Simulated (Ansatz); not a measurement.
# AsIn2 (charge +1, quintet): what the fields show

```yaml
atoms:
  - { symbol: In, position_ang: [1.6491, -0.6383, 0.5098] }
  - { symbol: In, position_ang: [-1.1106, 1.1468, 0.9156] }
  - { symbol: As, position_ang: [-0.5385, -0.5085, -1.4254] }
```

Geometry: r2SCAN-D4/def2-TZVP; core potentials replace the inner electrons of In.

Theory: Ansatz 0.2.0, UKS PBE0-D4/def2-TZVP.

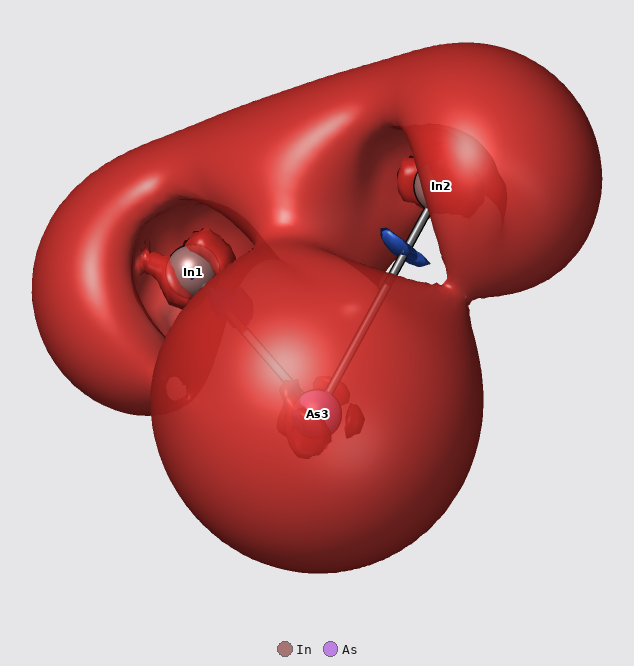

Figure 1. Isosurfaces of the spin density (α minus β) at +0.02 (red) and −0.02 e/Å³ (blue), seen at a tilt.

> Where is the unpaired spin?

The unpaired spin (4 electrons) lies mostly on As3 (about 2.3), In1 (about 0.9) and In2 (about 0.9), in electrons by Hirshfeld's partition.

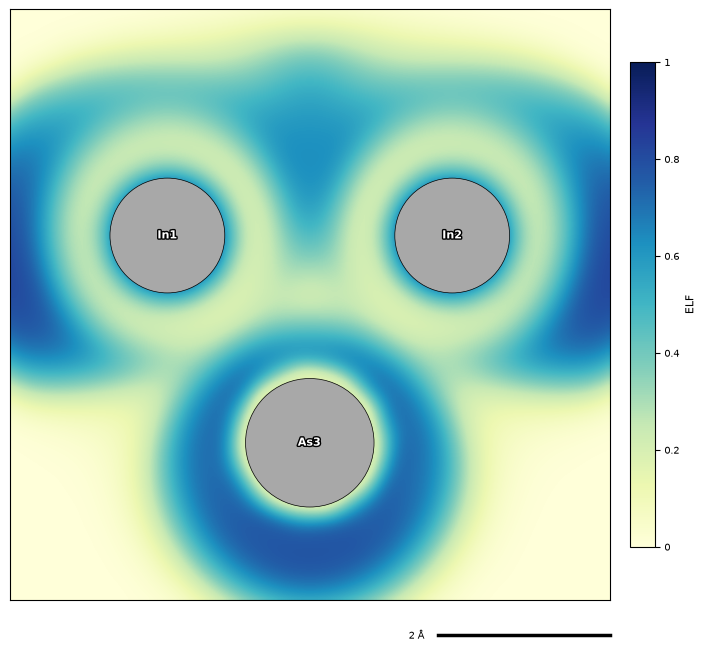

Figure 2. ELF on the molecular plane. Grey discs cover the atomic cores.

> Read the bonding off the picture.

- The section cuts through In and As sites.
- In–As (2.92 Å): the ELF peaks at about 0.65 in the valence shell of As, 1.1 Å from its nucleus, and drops to about 0.20 between the two atoms.

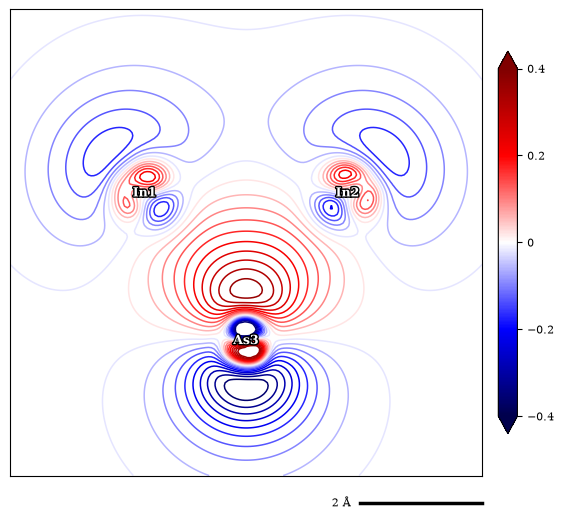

Figure 3. The LUMO (β) on the molecular plane (values in Å⁻³ᐟ²; the overall sign is arbitrary).

> Where does this orbital lie, and at what energy?

Its weight (Hirshfeld) is mainly on As3 (about 55 %), In1 (about 25 %) and In2 (about 25 %); it is symmetric in the molecular plane (an in-plane orbital: σ, lone-pair or in-plane π type). Its energy is −8.41 eV.
